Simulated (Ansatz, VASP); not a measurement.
# CaHf in two plane-wave programs

One calculation is typed for both programs; each brings its own data sets and cutoff. How far apart do they land? The cell is invented: As first built, before any earlier steps moved the atoms: it takes the MgSn structure with all of its atoms replaced by other elements, volume scaled by an estimate. It may not be a known or stable phase. The cell comes out of the VASP series on this material, whose earlier steps may have relaxed, scaled or displaced it; both programs get it as it stands.

Main program and level: Ansatz 0.2.0; plane waves, with VASP 6.6.1 beside it; band structure at PBEsol.

## Step 1: Set-up

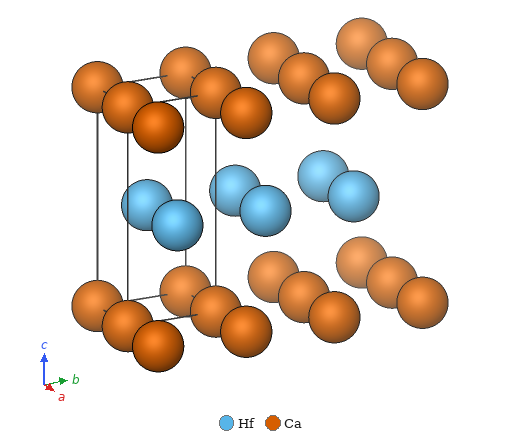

The cell as given, slightly off an axis (hafnium blue, calcium orange). 2×3×1 cells are drawn. Some periodic images of atoms are drawn too.

As a file:

```cif
data_structure
_symmetry_space_group_name_H-M 'P 1'
_symmetry_Int_Tables_number 1
_cell_length_a 3.2242
_cell_length_b 3.2242
_cell_length_c 5.8161
_cell_angle_alpha 90.000
_cell_angle_beta 90.000
_cell_angle_gamma 120.000
_cell_volume 52.36
loop_
_atom_site_label
_atom_site_type_symbol
_atom_site_fract_x
_atom_site_fract_y
_atom_site_fract_z
_atom_site_occupancy
Hf1 Hf 0.66667 0.33333 0.50000 1
Ca2 Ca 0.00000 0.00000 0.00000 1
```

## Step 2: VASP: band structure, PBEsol

Levels along a path test the potential and the projectors away from the mesh points.

Lines of VASP's logs that name or quote its potential files are left out, and so is its time.

Input file INCAR:

```
SYSTEM = CaHf
PREC = Accurate
ENCUT = 400
EDIFF = 1E-06
NELM = 100
ISMEAR = 1
SIGMA = 0.2
LREAL = .FALSE.
ALGO = Normal
GGA = PS
NBANDS = 22
LORBIT = 11
LWAVE = .FALSE.
LCHARG = .FALSE.
```

Input file POSCAR:

```
CaHf
1.0
    3.2242078421      0.0000000000      0.0000000000
   -1.6121039210      2.7922457866      0.0000000000
    0.0000000000      0.0000000000      5.8161225365
Hf Ca
1 1
Direct
    0.6666666700      0.3333333300      0.5000000000
    0.0000000000      0.0000000000      0.0000000000
```

Input file KPOINTS:

```
Automatic mesh
0
Gamma
7 7 4
0 0 0
```

Input file KPOINTS_OPT:

```
Line mode
16
Line-mode
Reciprocal
  0.00000000   0.00000000   0.00000000 GAMMA
  0.50000000   0.00000000   0.00000000 M

  0.50000000   0.00000000   0.00000000 M
  0.33333333   0.33333333   0.00000000 K

  0.33333333   0.33333333   0.00000000 K
  0.00000000   0.00000000   0.00000000 GAMMA

  0.00000000   0.00000000   0.00000000 GAMMA
  0.00000000   0.00000000   0.50000000 A

  0.00000000   0.00000000   0.50000000 A
  0.50000000   0.00000000   0.50000000 L

  0.50000000   0.00000000   0.50000000 L
  0.33333333   0.33333333   0.50000000 H

  0.33333333   0.33333333   0.50000000 H
  0.00000000   0.00000000   0.50000000 A

  0.50000000   0.00000000   0.50000000 L
  0.50000000   0.00000000   0.00000000 M

  0.33333333   0.33333333   0.00000000 K
  0.33333333   0.33333333   0.50000000 H
```

The projector-augmented-wave data sets are Hf_pv and Ca_sv (PBE family, release 64).

The run is started by

```console
mpirun -np 1 vasp_std
```

Numbers of over 12 decimals in the logs are rounded to 6 here.

Output:

```text
[banner, memory and clock lines left out]
running    1 mpi-ranks, on    1 nodes
 distrk:  each k-point on    1 cores,    1 groups
 distr:  one band on    1 cores,    1 groups

 POSCAR found type information on POSCAR HfCa
 POSCAR found :  2 types and       2 ions
|                                                                             |
|               ----> ADVICE to this user running VASP <----                  |
|                                                                             |
|     You enforced a specific xc type in the INCAR file but a different       |
|     [... a line on the potential file left out ...]
|     I HOPE YOU KNOW WHAT YOU ARE DOING!                                     |
|                                                                             |

 LDA part: xc-table for (Slater+PW92), standard interpolation
 POSCAR, INCAR and KPOINTS ok, starting setup
 FFT: planning ... GRIDC
 FFT: planning ... GRID_SOFT
 FFT: planning ... GRID
 WAVECAR not read
 entering main loop
       N       E                     dE             d eps       ncg     rms          rms(c)
DAV:   1     0.105155676205E+03    0.10516E+03   -0.87616E+03  1064   0.712E+02
DAV:   2    -0.892761549630E+01   -0.11408E+03   -0.11078E+03  1248   0.222E+02
DAV:   3    -0.124243038808E+02   -0.34967E+01   -0.34592E+01  1462   0.323E+01
DAV:   4    -0.125547645134E+02   -0.13046E+00   -0.13031E+00  1442   0.517E+00
DAV:   5    -0.125559169642E+02   -0.11525E-02   -0.11524E-02  1432   0.478E-01    0.312E+01
DAV:   6    -0.120085487044E+02    0.54737E+00   -0.81489E+00  1298   0.615E+00    0.271E+01
DAV:   7    -0.117408389678E+02    0.26771E+00   -0.27880E+00  1304   0.360E+00    0.105E+01
DAV:   8    -0.116880834364E+02    0.52756E-01   -0.24691E-01  1236   0.183E+00    0.169E+00
DAV:   9    -0.116793997329E+02    0.86837E-02   -0.57883E-02  1256   0.723E-01    0.134E+00
DAV:  10    -0.116789543453E+02    0.44539E-03   -0.40675E-03  1276   0.198E-01    0.159E-01
DAV:  11    -0.116789673649E+02   -0.13020E-04   -0.19607E-04  1376   0.550E-02    0.775E-02
DAV:  12    -0.116789546168E+02    0.12748E-04   -0.82495E-05  1272   0.354E-02    0.131E-02
DAV:  13    -0.116789537792E+02    0.83764E-06   -0.34785E-06  1242   0.763E-03
   1 F= -.11678954E+02 E0= -.11680322E+02  d E =0.410530E-02
 Start KPOINTS_OPT (optional k-point list driver)
k-point batch [1-24\144]
       N       E                     dE             ncg
DAV:   1    -0.503922132777E+04   -0.15441E+05     1056
DAV:   2    -0.785106960436E+04   -0.28118E+04     1240
DAV:   3    -0.794924196549E+04   -0.98172E+02     1454
DAV:   4    -0.795319390438E+04   -0.39519E+01     1448
DAV:   5    -0.795325364482E+04   -0.59740E-01     1404
DAV:   6    -0.795325467067E+04   -0.10258E-02     1450
DAV:   7    -0.795325469850E+04   -0.27832E-04     1182
DAV:   8    -0.795325469994E+04   -0.14381E-05      860
DAV:   9    -0.795325470003E+04   -0.96476E-07      884
[...]
k-point batch [121-144\144]
       N       E                     dE             ncg
DAV:   1    -0.505072920328E+04   -0.22441E+05     1056
DAV:   2    -0.773870429083E+04   -0.26880E+04     1176
DAV:   3    -0.781892190169E+04   -0.80218E+02     1374
DAV:   4    -0.782319412294E+04   -0.42722E+01     1590
DAV:   5    -0.782325654145E+04   -0.62419E-01     1388
DAV:   6    -0.782325736522E+04   -0.82377E-03     1496
DAV:   7    -0.782325737327E+04   -0.80566E-05     1294
DAV:   8    -0.782325737332E+04   -0.48672E-07      954
```

OUTCAR, selected parts (step 2):

```text
ion  position               nearest neighbor table
   1  0.667  0.333  0.500-   2 3.45   2 3.45   2 3.45   2 3.45   2 3.45   2 3.45
   2  0.000  0.000  0.000-   1 3.45   1 3.45   1 3.45   1 3.45   1 3.45   1 3.45

  LATTYP: Found a hexagonal cell.
 ALAT       =     3.2242078421
 C/A-ratio  =     1.8038919391

 Subroutine GETGRP returns: Found 12 space group operations
 (whereof 12 operations were pure point group operations)

The static configuration has the point symmetry D_3h.

 Found     24 irreducible k-points:

   k-points           NKPTS =     24   k-points in BZ     NKDIM =     24   number of bands    NBANDS=     22

   dimension x,y,z NGX =    24 NGY =   24 NGZ =   40
   dimension x,y,z NGXF=    48 NGYF=   48 NGZF=   80

   ENCUT  =  400.0 eV  29.40 Ry    5.42 a.u.   5.26  5.26  9.48*2*pi/ulx,y,z

   NELECT =      20.0000    total number of electrons

 k-points in reciprocal lattice and weights: Automatic mesh
   0.00000000  0.00000000  0.00000000       0.005
   0.14285714  0.00000000  0.00000000       0.031
   0.28571429  0.00000000  0.00000000       0.031
   0.42857143  0.00000000  0.00000000       0.031
   0.14285714  0.14285714  0.00000000       0.031
   0.28571429  0.14285714  0.00000000       0.061
   0.42857143  0.14285714  0.00000000       0.031
   0.28571429  0.28571429  0.00000000       0.031
   0.00000000  0.00000000  0.25000000       0.010
[...]
0.42857143  0.14285714  0.50000000       0.031
   0.28571429  0.28571429  0.50000000       0.031

 average (electrostatic) potential at core
       1 -38.4457       2 -45.5537

 E-fermi :   3.7152

 k-point     1 :       0.0000    0.0000    0.0000
  band No.  band energies     occupation
    ...
      6     -17.7443      2.00000
      7     -17.7443      2.00000
      8      -2.1213      2.00000
      9       1.3860      2.00000
     10       3.7093      1.04984
     11       5.3030     -0.00000
     12       5.4004     -0.00000
     13       5.4004     -0.00000
     14       7.1032     -0.00000
     15       7.1032     -0.00000
    ...

 k-point     2 :       0.1429    0.0000    0.0000
  band No.  band energies     occupation
    ...
      6     -17.8839      2.00000
      7     -17.7744      2.00000
      8      -1.5579      2.00000
      9       1.9056      2.00000
     10       3.4458      2.06703
     11       4.7171     -0.00000
     12       5.6629     -0.00000
     13       5.9399     -0.00000
     14       6.6366     -0.00000
     15       6.9225     -0.00000
    ...

 k-point     3 :       0.2857    0.0000    0.0000
  band No.  band energies     occupation
    ...
      6     -17.8415      2.00000
      7     -17.8413      2.00000
      8      -0.1327      2.00000
      9       2.7844      2.00000
     10       2.9637      2.00000
     11       4.1185     -0.01516
     12       5.3917     -0.00000
     13       5.8486     -0.00000
     14       6.5786     -0.00000
     15       7.1160     -0.00000
    ...

  Total        0.0013659      0.0013659     -0.0145547      0.0000000      0.0000000      0.0000000
  in kB        0.0417943      0.0417943     -0.4453525      0.0000000      0.0000000      0.0000000
  external PRESSURE =      -0.1205880 kB  Pullay stress =       0.0000000 kB

  energy-cutoff  :      400.00
  volume of cell :       52.36
      direct lattice vectors                 reciprocal lattice vectors
     3.224207842  0.000000000  0.000000000     0.310153703  0.179067331  0.000000000
    -1.612103921  2.792245787  0.000000000     0.000000000  0.358134662  0.000000000
     0.000000000  0.000000000  5.816122536     0.000000000  0.000000000  0.171935855

 POSITION                                       TOTAL-FORCE (eV/Angst)
 -----------------------------------------------------------------------------------
      1.61210      0.93075      2.90806         0.000000      0.000000      0.000000
      0.00000      0.00000      0.00000        -0.000000     -0.000000      0.000000
 -----------------------------------------------------------------------------------
    total drift:                               -0.000005      0.000003     -0.000000

  FREE ENERGIE OF THE ION-ELECTRON SYSTEM (eV)
  ---------------------------------------------------
  free  energy   TOTEN  =       -11.6789537792 eV

  energy  without entropy=      -11.6830590759  energy(sigma->0) =      -11.68032221

 total charge
# of ion       s       p       d       tot
------------------------------------------
    1        0.395   6.259   1.472   8.126
    2        2.101   5.839   0.309   8.249
--------------------------------------------------
tot          2.496  12.097   1.782  16.375

[... 3 further parts left out ...]
```

The run ends at a pressure of -0.01 GPa.

## Step 3: Ansatz: band structure, PBEsol

Ansatz runs on its default PAW (the set named soft_2) files.

The same cell, functional, mesh and smearing now go to Ansatz, which takes its cutoff from its data sets.

Input file input.yaml:

```yaml
crystal:
  lattice:
    - [3.2242078421, 0.0, 0.0]
    - [-1.612103921, 2.7922457866, 0.0]
    - [0.0, 0.0, 5.8161225365]
  atoms:
    - { symbol: Hf, position: [0.66666667, 0.33333333, 0.5] }
    - { symbol: Ca, position: [0.0, 0.0, 0.0] }
hamiltonian:
  xc: pbesol
  pseudopotentials: { kind: paw }
kpoints:
  mp_grid: { grid: [7, 7, 4] }
  band_path:
    path:
      - [0.0, 0.0, 0.0]
      - [0.13333, 0.0, 0.0]
      - [0.3, 0.0, 0.0]
      - [0.46667, 0.0, 0.0]
      - [0.46667, 0.06667, 0.0]
      - [0.41111, 0.17778, 0.0]
      - [0.35556, 0.28889, 0.0]
      - [0.28889, 0.28889, 0.0]
      - [0.17778, 0.17778, 0.0]
      - [0.06667, 0.06667, 0.0]
      - [0.0, 0.0, 0.03333]
      - [0.0, 0.0, 0.2]
      - [0.0, 0.0, 0.36667]
      - [0.0, 0.0, 0.5]
      - [0.16667, 0.0, 0.5]
      - [0.3, 0.0, 0.5]
      - [0.46667, 0.0, 0.5]
      - [0.46667, 0.06667, 0.5]
      - [0.41111, 0.17778, 0.5]
      - [0.35556, 0.28889, 0.5]
      - [0.28889, 0.28889, 0.5]
      - [0.17778, 0.17778, 0.5]
      - [0.06667, 0.06667, 0.5]
      - [0.5, 0.0, 0.46667]
      - [0.5, 0.0, 0.3]
      - [0.5, 0.0, 0.13333]
      - [0.33333, 0.33333, 0.0]
      - [0.33333, 0.33333, 0.16667]
      - [0.33333, 0.33333, 0.33333]
      - [0.33333, 0.33333, 0.5]
    npoints: 1
scf:
  occupations: { method: methfessel_paxton, width: 0.2 }
  n_extra_bands: 7
output:
  forces: true
  stress: true
  eigenvalues: true
```

The run is started by

```console
ansatz run input.yaml --threads 2 --pin off --max-ram 4608MiB --backend cpu --events-out ev --progress --plain --runs-dir out
```

Output:

```text
scf.n_extra_bands = 7 over 18 filled bands (N_el = 36.0): the run solves 25 bands
Engine: ansatz 0.2.0, aarch64-unknown-linux-gnu
Pseudopotentials: kind: paw
Pseudopotential: Hf, paw, valence charge 26, recommended cutoff 420 eV (normal), Hf.paw.azcp
Pseudopotential: Ca, paw, valence charge 10, recommended cutoff 420 eV (normal), Ca.paw.azcp
Functional definition: PBEsol
  exchange = pbesol_x
  correlation = pbesol_c
Crystal: 2 atoms, lattice volume = 52.361 Å³
Basis set: ecut = 420 eV, 1063 PW (Γ), exchange–correlation on 48×48×80 points (8 copies of the dense FFT grid, shifted against one another)
Bands: 25, of which v1, the nominal top of the filled ones, is band 18 counted from 1 (17 counted from 0)
Symmetry: 12 space group operations
Space group: P-6m2 (ITA 187), of the structure as read, at distance tolerance 3.7e-5 Å
k-points: 24 of 196 (time reversal used)
Non-local potential: Hf, projectors of the file, l = 0: 3, l = 1: 2, l = 2: 2, l = 3: 3
Non-local potential: Ca, projectors of the file, l = 0: 3, l = 1: 2, l = 2: 2
PAW form: soft (Blöchl's): semilocal exchange-correlation on the pseudo side does not see the compensation charge
PAW frozen core: Hf, regenerated for the run's functional, and the local potential with it (the file was generated under x = pbe(κ = 0.804, μ = 0.219515), c = pbe(β = 0.066725))
PAW frozen core: Ca, regenerated for the run's functional, and the local potential with it (the file was generated under x = pbe(κ = 0.804, μ = 0.219515), c = pbe(β = 0.066725))
PAW one-centre angular grid: Hf, 590 points (default); XC on 64 Gauss nodes
PAW one-centre angular grid: Ca, 110 points (default); XC on 64 Gauss nodes
Initial density: superposition of atomic densities (neutral atoms: chi_scale 0, normalization atom), corrected by the library's trained network
Initial wavefunctions: pseudopotential atomic-orbital guess
Functional: x = pbesol(κ = 0.804, μ = 0.123457), c = pbesol(β = 0.046)
SCF iter   1: F=—  HF=-17390.823658 eV  |F-HF|=—  |Δ(HF+E_count)|=         —  Δρ=5.34e-3  dr2=3.73e-2  ethr=1.77e-3  ⟨swp⟩=8.0  Hψ=3008  notcnv=0
preconditioner: auto → Kerker (q_TF=auto, 2.563 Å⁻¹)  [metal: Δε(μ)=0.012 eV  Ē_g=14.644 eV  σ=0.200 eV  W_gap=0.05  n_scr=22 (ndim 8)  ℏωp=26.2 eV  f_vac=0.000  D(μ)=2.16/eV (n_scr^D=22)]
SCF iter   2: F=—  HF=-17390.820778 eV  |F-HF|=—  |Δ(HF+E_count)|=   2.88e-3  S|Δr|=    0.00e0  Δρ=2.54e-3  dr2=4.00e-3  ethr=1.04e-4  ⟨swp⟩=1.0  Hψ=792  notcnv=0
SCF iter   3: F=—  HF=-17390.820268 eV  |F-HF|=—  |Δ(HF+E_count)|=   5.10e-4  S|Δr|=    0.00e0  Δρ=1.02e-3  dr2=6.53e-4  ethr=1.11e-5  ⟨swp⟩=2.0  Hψ=771  notcnv=0
SCF iter   4: F=—  HF=-17390.820302 eV  |F-HF|=—  |Δ(HF+E_count)|=   3.42e-5  S|Δr|=    0.00e0  Δρ=4.69e-4  dr2=1.47e-4  ethr=1.81e-6  ⟨swp⟩=2.0  Hψ=1001  notcnv=0
SCF iter   5: F=—  HF=-17390.820149 eV  |F-HF|=—  |Δ(HF+E_count)|=   1.52e-4  S|Δr|=    0.00e0  Δρ=1.56e-4  dr2=1.87e-5  ethr=4.09e-7  ⟨swp⟩=2.0  Hψ=996  notcnv=0
SCF iter   6: F=—  HF=-17390.820148 eV  |F-HF|=—  |Δ(HF+E_count)|=   1.08e-6  S|Δr|=    0.00e0  Δρ=2.83e-5  dr2=6.76e-7  ethr=5.19e-8  ⟨swp⟩=2.1  Hψ=654  notcnv=0
SCF iter   7: F=—  HF=-17390.820148 eV  |F-HF|=—  |Δ(HF+E_count)|=   1.56e-7  S|Δr|=    0.00e0  Δρ=9.42e-6  dr2=1.12e-7  ethr=2.78e-10  ⟨swp⟩=8.5  Hψ=2911  notcnv=0
SCF iter   8: F=-17390.820148 eV  HF=-17390.820148 eV  |F-HF|=5.88e-9  |Δ(HF+E_count)|=   1.37e-8  S|Δr|=    0.00e0  Δρ=2.40e-6  dr2=4.46e-9  ethr=2.78e-10  ⟨swp⟩=4.3  Hψ=1882  notcnv=0
SCF 1 converged in 8 iterations: F = -17390.820148 eV  dr2 = 4.46e-9
  greatest PAW one-centre occupation: 0.998 electrons in one spin orbital (limit 2), on the Hf atom at site 0 (counted from 0), in its partial waves of l = 3
NSCF: frozen V_eff on 30 k-points
SCF converged after 8 iterations
Stability not checked: this state was not tested for a lower state beside it, because cold or Methfessel-Paxton smearing, or corrected tetrahedra, fill the levels in a way that the test cannot read (fill_not_monotonic; see scf.lower_state_search)
Free energy (F): -17390.820148 eV
Harris-Foulkes:  -17390.820148 eV  (|F-HF|=5.88e-9)
Internal energy: -17390.824108 eV  (E = F + TS)
E sigma→0 (E₀):  -17390.821138 eV
Entropy (-TS):   0.003960 eV (1.980 meV/atom)
Fermi energy:    12.523785 eV
Step filling:    the computed levels leave a gap of 0.0096 eV = 0.0 smearing widths at the electron count; against every level under it full and every level over it empty, smearing changes F+E_penalty+E_count by -0.326 meV and its σ→0 estimate by -1.316 meV
--- Per-component energies (eV) ---
  E_band       = -244.831319
  E_kinetic    = 702.087479
  E_local      = -7399.735513  (includes V_loc(G=0)·N_el)
  E_nonlocal   = -1173.812473
  E_hartree    = 3352.956330
  E_xc         = -432.497209
  E_vxc        = -434.877415  (∫ρ·V_xc dr)
  E_paw        = -7643.450412  (= ΣΔE_a)
  E_vpaw       = 1355.594717  (= ΣTr[D̂ρ^β])
  E_aug_tail   = -0.000007  (compensation charges beyond the density's cutoff)
  E_ewald      = -4797.742189
  E_core_change = 1.369886  (= ΣΔE_core)
  E_smearing   = 0.003960  (= −TS)
  E_closure    = 0.000000  (closes the sum)
  Σ components = -17390.820148   (vs F -17390.820148, Δ=0.00e0)
--- Forces (eV/Å), atoms counted from 1 ---
  atom   1  Hf     0.00000000     0.00000000     0.00000000
  atom   2  Ca     0.00000000    -0.00000000     0.00000000
  max |Σ_I F_I| component: 7.40e-17 eV/Å
--- Stress (GPa, compression-positive) ---
        0.119311       0.000000       0.000000
       -0.000000       0.119311       0.000000
        0.000000       0.000000       0.017361
  P = ⅓ Tr σ = 0.0853 GPa (0.853 kbar)
--- Band table (eV; the first three rows and the last of 24) ---
  k-point 0: bands = [... 14 lower, 0.6186, 6.6958, 10.1982, 12.5123, 14.1150, 14.2067, 14.2067, 15.9156, ... 3 higher]
  k-point 1: bands = [... 14 lower, 0.6186, 6.9765, 9.7846, 12.4279, 14.0414, 14.1820, 14.1820, 15.6710, ... 3 higher]
  k-point 2: bands = [... 14 lower, 0.6186, 7.3698, 9.2419, 12.4188, 13.9282, 14.1603, 14.1603, 15.5227, ... 3 higher]
  k-point 23: bands = [... 14 lower, 0.5986, 11.5509, 11.6715, 12.2043, 12.9221, 12.9429, 13.6036, 15.4006, ... 3 higher]
```

Elapsed: 4.8 s, on 2 threads of Arm Neoverse N1, shared host; peak memory 0.33 GiB; 8.9 s of CPU time.

Reading the cycles: dr2 is the Hartree energy of the density residual (eV), the measure of convergence; HF is the Harris–Foulkes estimate of the energy, which meets the free energy F at convergence.

## Step 4: Differences

Known differences besides the PAW data sets themselves: the data sets hold 36 valence electrons in Ansatz (default PAW (the set named soft_2) files) and 20 in VASP; the cutoff is 420 eV in Ansatz and 400 eV in VASP; Ansatz makes its cores anew for this functional, VASP keeps those of its PBE data sets; VASP leaves aspherical gradient terms in its spheres out (LASPH is not set), Ansatz keeps them. Total energies have different zeros and are not compared.

The two programs side by side:

| quantity | Ansatz | VASP | difference |
| --- | --- | --- | --- |
| pressure (GPa) | 0.09 | -0.01 | +0.10 |

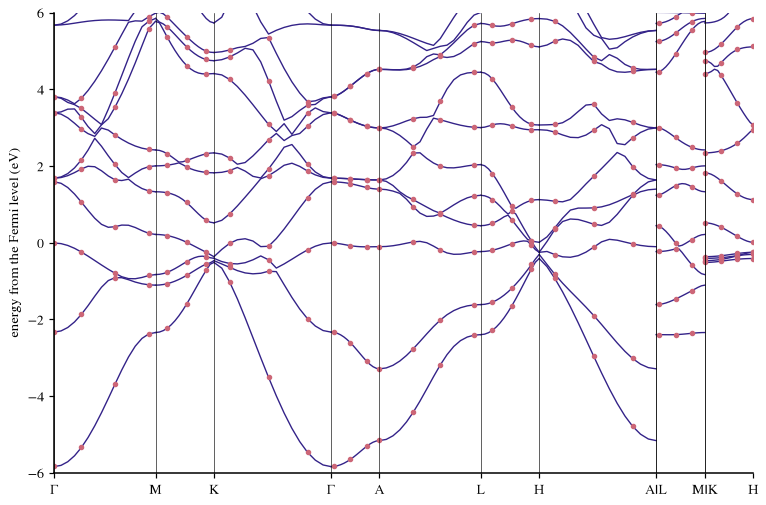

Bands from VASP (lines) and levels from Ansatz (dots). Dots without a line are higher empty bands that the VASP plot leaves out.

Levels from 3 eV below to 2 eV above the Fermi level differ by 3 meV r.m.s. and 8 meV at most; each VASP level is matched to the nearest of Ansatz, which flatters the figure a little.

## Step 5: Summary of results

```
r.m.s. difference of levels near the Fermi level (band structure, PBEsol) : 3.4 meV
```

In words: The r.m.s. difference of levels near the Fermi level is 3.4 meV (band structure, PBEsol), within the 80 meV picked in this series as the mark of a large difference. How closely two codes agree says nothing of how well the functional describes the real material.

[Lines on the potential files, build, host, timing and source positions are cut from VASP's logs without a mark.]

[Logs are printed without paths, hosts, clocks, repeated set-up lines and the standing remarks that a program may print on its own settings, such as how far it seeks lower states.]

[Hosts, paths, dates, database ids (printed as entryN), source tags and the programs' standing remarks are cut or masked in the printed files.]
